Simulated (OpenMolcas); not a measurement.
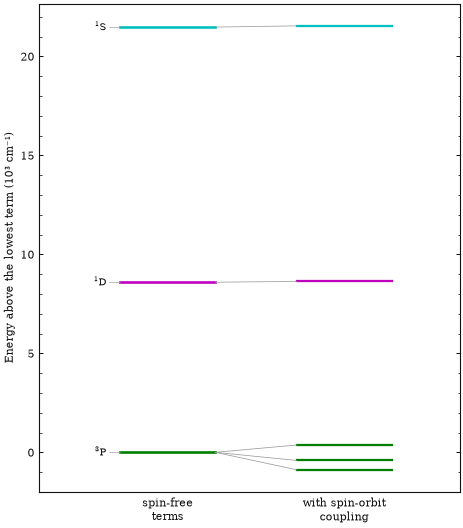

Figure 1. Terms of Ge I (neutral germanium) without and with spin-orbit coupling; the J values are left off. ³P (at 0) splits over 1,250 cm⁻¹ into J = 0, 1, 2 from the bottom up (normal); ¹D (at 8,590 cm⁻¹) gives the one level J = 2; ¹S (at 21,500 cm⁻¹) gives the one level J = 0. The ground level lies 881 cm⁻¹ below the lowest term.

# Run report: Ge, multiconfigurational calculation

System: Ge.
Method: state-averaged CASSCF, active space 2 electrons in the shell 4p, basis ANO-R2, X2C scalar Hamiltonian, spin-orbit coupling by RASSI with atomic mean-field integrals (OpenMolcas).

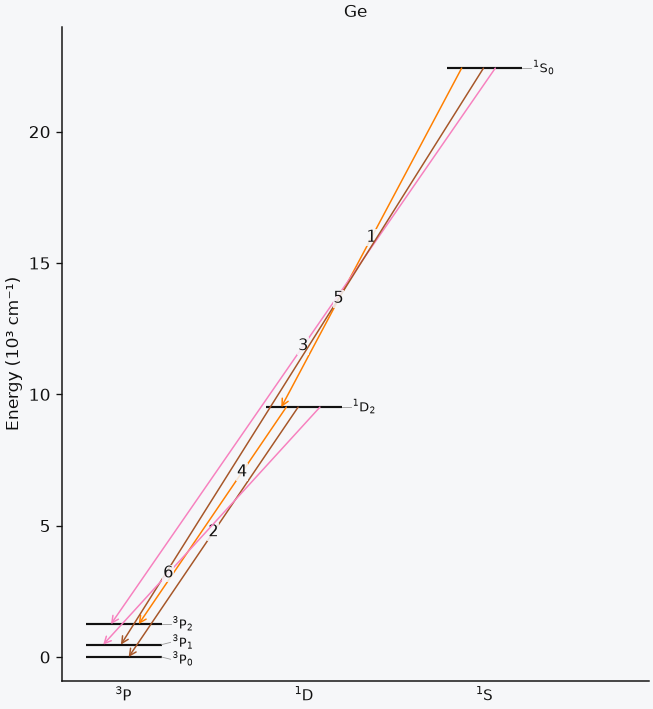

Figure 2. Levels of the Ge atom with 6 numbered transitions. Rates are at computed energies.

```tsv
No.	Upper	Lower	Type	λ (vacuum)	A (s⁻¹)
1	4p² ¹S₀	4p² ¹D₂	E2	775 nm	5.9
2	4p² ¹D₂	4p² ³P₀	E2	1050 nm	7.0×10⁻⁵
3	4p² ¹S₀	4p² ³P₂	E2	472 nm	0.14
4	4p² ¹D₂	4p² ³P₂	M1	1210 nm	0.11
5	4p² ¹S₀	4p² ³P₁	M1	456 nm	1.5
6	4p² ¹D₂	4p² ³P₁	M1	1110 nm	0.050
```

Line 1 has the largest rate; it falls in the infrared region.

These pictures come from the run below.

The input:
```
&GATEWAY
Coord
1

Ge 0.0 0.0 0.0
Basis=ANO-R2
Group=XYZ
NoMove
AngMom=0.0 0.0 0.0
AMFI
&SEWARD
&RASSCF
FileOrb=start.orb
Symmetry=1
Spin=3
nActEl=2 0 0
Inactive=9 6
Ras2=0 3
CIRoot=3 3 1
SDav=3
CIMx=300
Iter=120 100
PrWF=0.3
OrbListing=Nothing
MaxOrb=0
Atom
>>> COPY $Project.JobIph JOB001
&RASSCF
FileOrb=start.orb
Symmetry=1
Spin=1
nActEl=2 0 0
Inactive=9 6
Ras2=0 3
CIRoot=6 6 1
SDav=6
CIMx=300
Iter=120 100
PrWF=0.3
OrbListing=Nothing
MaxOrb=0
Atom
CIOnly
>>> COPY $Project.JobIph JOB002
&RASSI
NrOfJobIphs=2 3 6
1 2 3
1 2 3 4 5 6
IphNames
JOB001
JOB002
EJob
SpinOrbit
DIPRint=1.0
SOCoupling=1000.0
Subsets=2
MEES
Property=10
'ANGMOM' 1 'ANGMOM' 2 'ANGMOM' 3 'MLTPL  1' 1 'MLTPL  1' 2 'MLTPL  1' 3
'AMFI' 1 'AMFI' 2 'AMFI' 3 'MLTPL  2' 6
SOProperty=3
'ANGMOM' 1 'ANGMOM' 2 'ANGMOM' 3
```

The file start.orb holds starting orbitals from an earlier step. A driver script formed the levels outside the program, from RASSI's spin-orbit matrix and the active-space energies, averaged over the components of each term or state.

Run as:
```bash
OMP_NUM_THREADS=1 MOLCAS_MEM=2252 MOLCAS_PROJECT=a pymolcas a.inp > a.log  # once for each step of the input, in one work folder
```

Output (extracts):
```
--- SEWARD ---
Basis set label: GE.ANO-R...6S5P4D3F1G.

      Electronic valence basis set:
      ------------------
      Associated Effective Charge  32.000000 au
      Associated Actual Charge     32.000000 au
      Nuclear Model: Finite nucleus - Gaussian distribution
        Gaussian exponent, Xi/bohr**(-2):  2.52356E+08

      Shell  nPrim  nBasis  Cartesian Spherical Contaminant
         s      20       6        X
         p      15       5        X
         d       9       4                 X
         f       6       3                 X
         g       4       1                 X
                  Relativistic X2C integrals
                  Atomic mean-field integrals
--- RASSCF ---
Wave function specifications:
      -----------------------------

      Number of closed shell electrons          30
      Number of electrons in active shells       2
      Max number of holes in RAS1 space          0
      Max nr of electrons in RAS3 space          0
      Number of inactive orbitals               15
      Number of active orbitals                  3
      Number of secondary orbitals              53
      Spin quantum number                      1.0
      State symmetry                             1
Orbital specifications:
      -----------------------

      Symmetry species                           1   2
                                                ag  au
      Frozen orbitals                            0   0
      Inactive orbitals                          9   6
      Active orbitals                            0   3
      RAS1 orbitals                              0   0
      RAS2 orbitals                              0   3
      RAS3 orbitals                              0   0
      Secondary orbitals                        26  27
      Deleted orbitals                           0   0
      Number of basis functions                 35  36
      Number of CSFs                             3
      Number of root(s) required                 3
      Iter CI   SX   CI       RASSCF       Energy    max ROT     max BLB   max BLB  Level Ln srch  Step   QN
          iter iter root      energy       change     param      element    value   shift minimum  type update
 Nr of preliminary CI iterations:   1
      Total energies have been shifted. Add                -2000.00 au
        1   1   10    0   -97.10323698    0.00E+00   7.01E-02    9  11 1  6.17E-02*  0.00   0.00    SX    NO
        2   1   11    0   -97.10864316   -5.41E-03*  1.32E-02    5  13 1  3.16E-02*  0.00   0.00    SX    NO
        3   1   11    0   -97.10893558   -2.92E-04*  4.70E-03    8  16 1 -2.52E-02*  0.00   0.00    SX    NO
        4   1   10    0   -97.10905427   -1.19E-04*  3.66E-03    8  16 1  2.10E-02*  0.00   0.00    SX    NO
        5   1   10    0   -97.10913127   -7.70E-05*  1.63E-03    8  16 1 -1.69E-02*  0.00   0.55    LS   YES
        6   1    8    0   -97.10928043   -1.49E-04* -2.01E-04    9  10 1 -2.71E-04*  0.00   1.01    QN   YES
        7   1    6    0   -97.10928054   -1.09E-07* -8.27E-05    9  10 1 -7.91E-05   0.00   1.31    QN   YES
        8   1    4    0   -97.10928055   -8.49E-09   2.38E-06    8  16 1  2.54E-06   0.00   1.01    QN   YES
      Convergence after  8 iterations
        9   1    4    0   -97.10928055   -9.09E-12   2.38E-06    5  18 1 -2.58E-07   0.00   1.01    QN   YES
      Natural orbitals and occupation numbers for root  1
      sym 2:   1.000000   1.000000   0.000000
      Natural orbitals and occupation numbers for root  2
      sym 2:   1.000000   0.000000   1.000000
      Natural orbitals and occupation numbers for root  3
      sym 2:   0.000000   1.000000   1.000000
::    RASSCF root number  1 Total energy:  -2097.10928055
::    RASSCF root number  2 Total energy:  -2097.10928055
::    RASSCF root number  3 Total energy:  -2097.10928055
--- RASSCF ---
Wave function specifications:
      -----------------------------

      Number of closed shell electrons          30
      Number of electrons in active shells       2
      Max number of holes in RAS1 space          0
      Max nr of electrons in RAS3 space          0
      Number of inactive orbitals               15
      Number of active orbitals                  3
      Number of secondary orbitals              53
      Spin quantum number                      0.0
      State symmetry                             1
Orbital specifications:
      -----------------------

      Symmetry species                           1   2
                                                ag  au
      Frozen orbitals                            0   0
      Inactive orbitals                          9   6
      Active orbitals                            0   3
      RAS1 orbitals                              0   0
      RAS2 orbitals                              0   3
      RAS3 orbitals                              0   0
      Secondary orbitals                        26  27
      Deleted orbitals                           0   0
      Number of basis functions                 35  36
      Number of CSFs                             6
      Number of root(s) required                 6
      Iter CI   SX   CI       RASSCF       Energy    max ROT     max BLB   max BLB  Level Ln srch  Step   QN
          iter iter root      energy       change     param      element    value   shift minimum  type update
 Nr of preliminary CI iterations:   1
        1   1    0    0 -2097.06034854    0.00E+00   0.00E+00    7  13 2 -7.27E-03*  0.00   0.00    SX    NO
      Natural orbitals and occupation numbers for root  1
      sym 2:   0.706361   1.223145   0.070494
      Natural orbitals and occupation numbers for root  2
      sym 2:   0.352795   1.332962   0.314244
      Natural orbitals and occupation numbers for root  3
      sym 2:   0.999896   1.000104   0.000000
::    RASSCF root number  1 Total energy:  -2097.07013494
::    RASSCF root number  2 Total energy:  -2097.07013494
::    RASSCF root number  3 Total energy:  -2097.07013494
::    RASSCF root number  4 Total energy:  -2097.07013494
::    RASSCF root number  5 Total energy:  -2097.07013494
::    RASSCF root number  6 Total energy:  -2097.01141654
--- RASSI ---
SPIN-FREE ENERGIES:
  (Shifted by EMIN (a.u.) =      -2097.1092805487)

 SF State       Relative EMIN(au)   Rel lowest level(eV)    D:o, cm**(-1)      L_eff

     1             0.0000000000        0.0000000000              0.0000         1.0
     2             0.0000000000        0.0000000000              0.0000         1.0
     3             0.0000000000        0.0000000000              0.0000         1.0
     4             0.0391456049        1.0652061760           8591.4672         2.0
     5             0.0391456049        1.0652061760           8591.4672         2.0
     6             0.0391456049        1.0652061760           8591.4672         2.0
     7             0.0391456049        1.0652061760           8591.4672         2.0
     8             0.0391456049        1.0652061760           8591.4672         2.0
     9             0.0978640124        2.6630154400          21478.6680         0.0
     Dipole printing threshold changed to   1.00000000E+00
Eigenvalues of complex Hamiltonian:
   -----------------------------------
  (Shifted by EMIN (a.u.) =      -2097.1092805487)

 SO State       Relative EMIN(au)   Rel lowest level(eV)    D:o, cm**(-1)     J-value

     1            -0.0040161081        0.0000000000              0.0000        -0.0
     2            -0.0018706621        0.0583805593            470.8710         0.9
     3            -0.0018706621        0.0583805593            470.8710         0.7
     4            -0.0018706621        0.0583805593            470.8710         0.7
     5             0.0016838382        0.1551034405           1250.9936         1.1
     6             0.0016838382        0.1551034405           1250.9936         1.8
     7             0.0016838382        0.1551034405           1250.9936         1.2
     8             0.0016838382        0.1551034405           1250.9936         1.8
     9             0.0016838382        0.1551034405           1250.9936         1.8
    10             0.0393324288        1.1795737820           9513.9042         1.7
    11             0.0393324288        1.1795737820           9513.9042         2.0
    12             0.0393324288        1.1795737820           9513.9042         1.1
    13             0.0393324288        1.1795737820           9513.9042         1.7
    14             0.0393324288        1.1795737820           9513.9042         1.3
    15             0.0981387962        2.7797765587          22420.4100         0.0
Weights of the five most important spin-orbit-free states for each spin-orbit state.

 SO State  Total energy (au)           Spin-free states, spin, and weights
 -------------------------------------------------------------------------------------------------------
    1        -0.004016       2 1.0  0.3324    3 1.0  0.3324    1 1.0  0.3324    9 0.0  0.0027    7 0.0  0.0000
    2        -0.001871       2 1.0  0.5000    3 1.0  0.4876    1 1.0  0.0124    6 0.0  0.0000    4 0.0  0.0000
    3        -0.001871       1 1.0  0.4987    3 1.0  0.4341    2 1.0  0.0672    4 0.0  0.0000    7 0.0  0.0000
    4        -0.001871       1 1.0  0.4888    2 1.0  0.4329    3 1.0  0.0783    8 0.0  0.0000    5 0.0  0.0000
    5         0.001684       3 1.0  0.5812    2 1.0  0.2411    1 1.0  0.1727    6 0.0  0.0020    4 0.0  0.0017
    6         0.001684       3 1.0  0.4954    1 1.0  0.3332    2 1.0  0.1664    8 0.0  0.0027    5 0.0  0.0022
    7         0.001684       3 1.0  0.5742    2 1.0  0.3004    1 1.0  0.1204    6 0.0  0.0019    4 0.0  0.0017
    8         0.001684       1 1.0  0.5208    2 1.0  0.4721    7 0.0  0.0038    3 1.0  0.0021    6 0.0  0.0010
    9         0.001684       1 1.0  0.5112    2 1.0  0.4784    3 1.0  0.0054    8 0.0  0.0017    5 0.0  0.0016
   10         0.039332       8 0.0  0.9950    1 1.0  0.0024    3 1.0  0.0016    2 1.0  0.0010    7 0.0  0.0000
   11         0.039332       7 0.0  0.9950    1 1.0  0.0029    2 1.0  0.0012    3 1.0  0.0008    5 0.0  0.0000
   12         0.039332       6 0.0  0.9950    3 1.0  0.0025    2 1.0  0.0021    1 1.0  0.0004    5 0.0  0.0000
```

Spin-orbit levels, grouped by J and assigned:

| Configuration | Level | E (cm⁻¹) | LS purity (%) | Landé g |
| --- | --- | --- | --- | --- |
| 4p² | ³P₀ | 0 | 100 | – |
| 4p² | ³P₁ | 471 | 100 | 1.501 |
| 4p² | ³P₂ | 1,251 | 100 | 1.499 |
| 4p² | ¹D₂ | 9,514 | 100 | 1.002 |
| 4p² | ¹S₀ | 22,420 | 100 | – |

Summary:

- outcome: converged
- lowest level: 4p² ³P₀
- first excited level: 4p² ³P₁, 471 cm⁻¹ (measured: 557)
- energy of the lowest spin-free term: −2097.10928 hartree
- energy of the lowest spin-orbit level: −2097.11330 hartree
- largest spread among components of a term: 0.0 cm⁻¹
- hardware: 1 thread of Intel Xeon (Sapphire Rapids), 256 GiB of memory available, shared host
- wall time: 3.1 s

Notes:

Against measured levels the run misses widely: 4s2 4p2 1S J = 0 comes out at 22,420 cm⁻¹ where 16,367 cm⁻¹ is measured. Without dynamic correlation the splittings between terms come out too large, often by 20 to 50 %. Caveats: closed s shell leaves the highest p terms too high; only configurations of the active space are included.
